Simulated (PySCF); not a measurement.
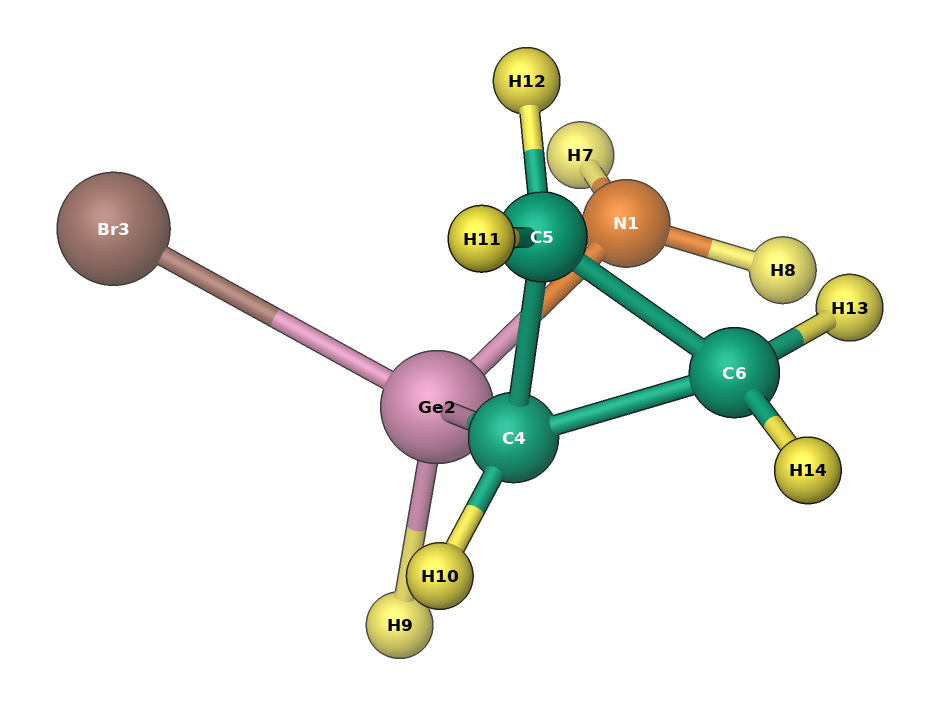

Ge2 lies behind C4. The molecule seen a little off the C4–Ge2 bond, C4 in front. Distant atoms are faded towards the background colour. The geometry was computed by an optimisation with GFN2-xTB. No frequency run is at hand to confirm it as a minimum.

What is the torsion angle C5–C4–Ge2–Br3? The sign is positive where the front bond must turn clockwise to cover the back bond.

Answer. −60°, synclinal (gauche). The bonds about C4–Ge2 are eclipsed.
